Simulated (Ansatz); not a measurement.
# CHClGa+ (quintet): one geometry, many settings

Aim: run CHClGa+ (quintet) at one geometry under a spread of methods and options, and see what each costs and gives.

The runs use Ansatz 0.2.0, Gaussian basis; the settings change from run to run.

23 further runs of the same task are left out: 13 that didn't finish, 10 set aside as unsound or not needed.

### Step 1. The system

The geometry is a PBE0/def2-TZVP stationary point (not a proven minimum) of the parent state, kept for this charge and spin. No spin-orbit coupling is included. The filled d shell of Ga may be among the frozen orbitals whatever the setting's name suggests; the logs give the count.

4 atoms, charge 1, spin multiplicity 5.

Atoms are counted from 1 here; the program's logs count them from 0.

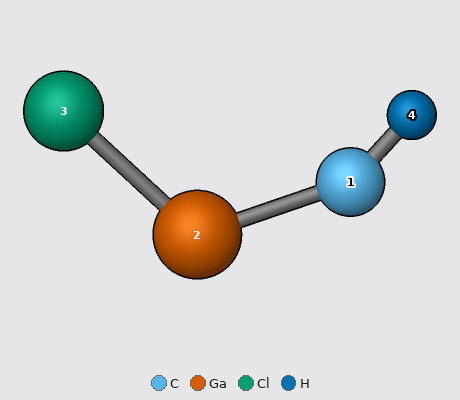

The geometry (colours as in the key); atoms are numbered from 1 in the order of the file.

### Step 2. BCCD/def2-SVP

Contents of in.yaml:

```yaml
crystal:
  periodic: [false, false, false]
  atoms:
    - {symbol: C, position_ang: [0.000000, -0.932795, 1.886850]}
    - {symbol: Ga, position_ang: [0.000000, 0.371055, 0.454194]}
    - {symbol: Cl, position_ang: [0.000000, -0.357987, -1.596247]}
    - {symbol: H, position_ang: [0.000000, -1.960282, 2.243752]}
basis:
  gaussian: {orbitals: def2-SVP}
total_charge: 1
magnetization: {spin_polarized: true, initial_magnetization: 4}
hamiltonian: {xc: {name: PBE0}}
correlation: {method: bccd, electrons: outside_noble_gas}
```

On the command line:

```
ansatz run in.yaml --threads 1 --pin off --events-out ev --progress --plain --max-ram 2393MiB
```

Standard output, cut to the lines that bear on the results:

```text
Functional definition: PBE0
  name "PBE0"
  cite "Adamo & Barone, J. Chem. Phys. 110, 6158 (1999) doi:10.1063/1.478522"
  cite "Perdew, Burke & Ernzerhof, Phys. Rev. Lett. 77, 3865 (1996) doi:10.1103/PhysRevLett.77.3865"
  parent pbe
[...]
676 factors; integrals over basis functions are off by at most 7.1e-4 eV
[...]
mean field -65915.87394320 eV, -2422.3636880286 hartree, gradient 5.8e-6 eV, S^2 6.012089; 4 other end points of the search recorded, 0 dependent functions left out
20 core orbitals not correlated: weight in the atoms' cores, before any rotation towards them, 0.854 or more for the frozen orbitals, at most 0.144 for the correlated occupied ones
reference -65860.32240318 eV, -2420.3222065869 hartree; 9, 5 occupied and 40, 44 virtual orbitals, 676 factors
second order -6.50751672 eV of doubles, -0.30936977 eV of singles
cycle   1  -7.35083645 eV  change   -5.4e-1 eV  update   7.1e-2
[...]
cycle  15  -7.61013534 eV  change    3.6e-6 eV  update   1.3e-5
Total energy: -65867.93253852 eV, -2420.6018739023 hartree
```

Run time: 11 s. Hardware: 1 thread of Arm Neoverse V2, shared host.

From the report: ⟨S²⟩ of the determinant 6.012 (pure quintet: 6.00); correlation -7.6101 eV; largest double amplitude 0.04.

### Step 3. HF/cc-pVDZ

Edit in.yaml of step 2 so:

```diff
@@ -8,6 +8,6 @@
 basis:
-  gaussian: {orbitals: def2-SVP}
+  gaussian: {orbitals: cc-pVDZ}
 total_charge: 1
-magnetization: {spin_polarized: true, initial_magnetization: 4}
-hamiltonian: {xc: {name: PBE0}}
-correlation: {method: bccd, electrons: outside_noble_gas}
+magnetization: {spin_polarized: false, initial_magnetization: 4}
+hamiltonian: {xc: hf}
+output: {orbitals: {seedname: orbitals}}
```

The command is unchanged.

Standard output, cut to the lines that bear on the results:

```text
Functional definition: HF
  name "HF"
  cite "Fock, Z. Phys. 61, 126 (1930) doi:10.1007/BF01340294"
  parent pbe
[...]
695 factors; integrals over basis functions are off by at most 6.3e-4 eV
[...]
mean field -65871.56027798 eV, -2420.7351908684 hartree, gradient 8.0e-6 eV, S^2 6.000000; 5 other end points of the search recorded, 0 dependent functions left out
reference -65871.56027798 eV, -2420.7351908684 hartree; 29, 25 occupied and 35, 39 virtual orbitals, 695 factors
Total energy: -65871.56027798 eV, -2420.7351908684 hartree
```

Run time: 4.4 s. Hardware: 1 thread of Arm Neoverse V2, shared host.

### Step 4. MP2 on ROHF/cc-pVDZ

Edit in.yaml of step 3 so:

```diff
@@ -11,3 +11,3 @@
 magnetization: {spin_polarized: false, initial_magnetization: 4}
-hamiltonian: {xc: hf}
-output: {orbitals: {seedname: orbitals}}
+correlation: {method: mp2, electrons: valence}
+output: {forces: true}
```

Same command.

Standard output, cut to the lines that bear on the results:

```text
Functional definition: HF
  name "HF"
  cite "Fock, Z. Phys. 61, 126 (1930) doi:10.1007/BF01340294"
  parent pbe
[...]
695 factors; integrals over basis functions are off by at most 6.3e-4 eV
[...]
mean field -65871.56027798 eV, -2420.7351908684 hartree, gradient 2.5e-6 eV, S^2 6.000000; 13 other end points of the search recorded, 0 dependent functions left out
[...]
15 core orbitals not correlated: weight in the atoms' cores, before any rotation towards them, 1.000 or more for the frozen orbitals, at most 0.000 for the correlated occupied ones
reference -65871.56027798 eV, -2420.7351908684 hartree; 14, 10 occupied and 35, 39 virtual orbitals, 695 factors
second order -6.69872761 eV of doubles, -0.20263894 eV of singles
[...]
Total energy: -65878.46164453 eV, -2420.9888114114 hartree
Atom 0 at     0.000000    -0.932795     1.886850 Å, force    -0.000000     0.409863    -0.783171 eV/Å
Atom 1 at     0.000000     0.371055     0.454194 Å, force    -0.000000     1.248115     3.889100 eV/Å
Atom 2 at     0.000000    -0.357987    -1.596247 Å, force     0.000000    -1.381206    -3.331555 eV/Å
Atom 3 at     0.000000    -1.960282     2.243752 Å, force     0.000000    -0.276772     0.225625 eV/Å
Dipole moment:     0.000000    -0.132862    -0.334979 e Å
```

Wall time 12 s (1 thread of Arm Neoverse V2, shared host).

### Step 5. CCSD/6-31G

Edit in.yaml of step 4 so:

```diff
@@ -8,6 +8,8 @@
 basis:
-  gaussian: {orbitals: cc-pVDZ}
+  gaussian: {orbitals: 6-31G}
 total_charge: 1
-magnetization: {spin_polarized: false, initial_magnetization: 4}
-correlation: {method: mp2, electrons: valence}
+magnetization: {spin_polarized: true, initial_magnetization: 4}
+hamiltonian: {xc: {name: PBE}}
+correlation: {method: ccsd, electrons: valence}
+scf: {lower_state_search: off}
 output: {forces: true}
```

Same command.

Standard output, cut to the lines that bear on the results:

```text
Functional definition: PBE
  name "PBE"
  cite "Perdew, Burke & Ernzerhof, Phys. Rev. Lett. 77, 3865 (1996) doi:10.1103/PhysRevLett.77.3865"
  parent pbe
[...]
553 factors; integrals over basis functions are off by at most 2.7e-4 eV
[...]
mean field -65914.53202430 eV, -2422.3143734186 hartree, gradient 2.1e-6 eV, S^2 6.005918; 0 other end points of the search recorded, 0 dependent functions left out
15 core orbitals not correlated: weight in the atoms' cores, before any rotation towards them, 1.000 or more for the frozen orbitals, at most 0.000 for the correlated occupied ones
reference -65861.02519521 eV, -2420.3480337177 hartree; 14, 10 occupied and 24, 28 virtual orbitals, 553 factors
second order -8.02557135 eV of doubles, -0.75967515 eV of singles
cycle   1  -8.11825719 eV  change    6.6e-1 eV  update   8.7e-2
[...]
cycle  23  -8.60133187 eV  change    9.6e-8 eV  update   9.0e-8
[...]
Total energy: -65869.62652708 eV, -2420.6641268338 hartree
Atom 0 at     0.000000    -0.932795     1.886850 Å, force     0.000000    -0.094241    -0.343776 eV/Å
Atom 1 at     0.000000     0.371055     0.454194 Å, force     0.000000     2.005773     4.565952 eV/Å
Atom 2 at     0.000000    -0.357987    -1.596247 Å, force     0.000000    -1.781051    -4.373809 eV/Å
Atom 3 at     0.000000    -1.960282     2.243752 Å, force    -0.000000    -0.130481     0.151632 eV/Å
Dipole moment:    -0.000000    -0.094806    -0.182413 e Å
Checks for a lower state left out: starts, cluster_reference, orbital_swaps, neighbouring_geometries, increment
```

It took 11 s on 1 thread of Arm Neoverse V2, shared host.

From the report: ⟨S²⟩ of the determinant 6.006 (pure quintet: 6.00); correlation -8.6013 eV; T1 0.055; largest double amplitude 0.04. The orbitals are Kohn-Sham ones, so correlation energy and T1 don't compare with those on Hartree-Fock orbitals.

### Step 6. CCSD(T) on ROHF/cc-pVDZ

Contents of in.yaml:

```yaml
crystal:
  periodic: [false, false, false]
  atoms:
    - {symbol: C, position_ang: [0.000000, -0.932795, 1.886850]}
    - {symbol: Ga, position_ang: [0.000000, 0.371055, 0.454194]}
    - {symbol: Cl, position_ang: [0.000000, -0.357987, -1.596247]}
    - {symbol: H, position_ang: [0.000000, -1.960282, 2.243752]}
basis:
  gaussian: {orbitals: cc-pVDZ, point_charges: [{charge: 1.00, position_ang: [2.574, 0.401, -0.275]}]}
total_charge: 1
magnetization: {spin_polarized: false, initial_magnetization: 4}
correlation: {method: ccsd_t, electrons: outside_noble_gas}
```

The command is unchanged.

Standard output, cut to the lines that bear on the results:

```text
Functional definition: HF
  name "HF"
  cite "Fock, Z. Phys. 61, 126 (1930) doi:10.1007/BF01340294"
  parent pbe
[...]
695 factors; integrals over basis functions are off by at most 6.3e-4 eV
[...]
mean field -65867.09206408 eV, -2420.5709870365 hartree, gradient 3.0e-6 eV, S^2 6.000000; 13 other end points of the search recorded, 0 dependent functions left out
[...]
determinant -65867.09206408 eV, -2420.5709870365 hartree, with singles and doubles -65874.66646805 eV, -2420.8493412482 hartree
determinant -65866.72221498 eV, -2420.5573953326 hartree, with singles and doubles -65874.31136608 eV, -2420.8362914915 hartree
determinant -65866.13533697 eV, -2420.5358279635 hartree, with singles and doubles -65873.97978444 eV, -2420.8241060910 hartree
determinant -65866.13495641 eV, -2420.5358139781 hartree, with singles and doubles -65874.03022753 eV, -2420.8259598404 hartree
determinant -65864.66555835 eV, -2420.4818145957 hartree, with singles and doubles -65871.69001227 eV, -2420.7399585157 hartree
determinant -65867.09206408 eV, -2420.5709870365 hartree, with singles and doubles -65874.66996455 eV, -2420.8494697422 hartree
determinant -65866.72221498 eV, -2420.5573953326 hartree, with singles and doubles -65874.31176668 eV, -2420.8363062132 hartree
[...]
20 core orbitals not correlated: weight in the atoms' cores, before any rotation towards them, 0.833 or more for the frozen orbitals, at most 0.168 for the correlated occupied ones
reference -65867.09206408 eV, -2420.5709870365 hartree; 9, 5 occupied and 35, 39 virtual orbitals, 695 factors
second order -6.33071127 eV of doubles, -0.18979508 eV of singles
cycle   1  -7.57790226 eV  change   -1.8e-6 eV  update   4.5e-6
perturbative correction -0.19426942 eV, -0.0071392695 hartree
Total energy: -65874.86423576 eV, -2420.8566090773 hartree
```

Run time: 24 s. Hardware: 1 thread of Arm Neoverse V2, shared host.

From the report: correlation -7.7722 eV; T1 0.029; largest double amplitude 0.04.

### Step 7. The runs in one table

Where basis and cores are those of an earlier UCCSDT(Q)/cc-pVDZ run (-65879.2377 eV), and the state is the same kind, the miss against it is given.

```tsv
level	correlated	functions	energy (eV)	from UCCSDT(Q) (meV)	time
BCCD/def2-SVP (on PBE0 orbitals)	outside noble gas	69	-65867.9325		11 s
HF/cc-pVDZ		64	-65871.5603	7677.4	4.4 s
MP2 on ROHF/cc-pVDZ	valence	64	-65878.4616		12 s
CCSD/6-31G (on PBE orbitals)	valence	53	-65869.6265		11 s
CCSD(T) on ROHF/cc-pVDZ (beside a point charge)	outside noble gas	64	-65874.8642		24 s
```

### Step 8. Summary of results

```
quantity                                                  value
    runs                                                      5
quickest                                      HF/cc-pVDZ, 4.4 s
 slowest  CCSD(T) on ROHF/cc-pVDZ (beside a point charge), 24 s
```

**Reading.** Total energies in different bases, with other cores or another treatment of relativity can't be set against each other. CCSD(T) on ROHF/cc-pVDZ (beside a point charge) took 6 times as long as HF/cc-pVDZ; the jobs differ in more than the method. Hartree-Fock, CASSCF and CASCI lack dynamic correlation by design.
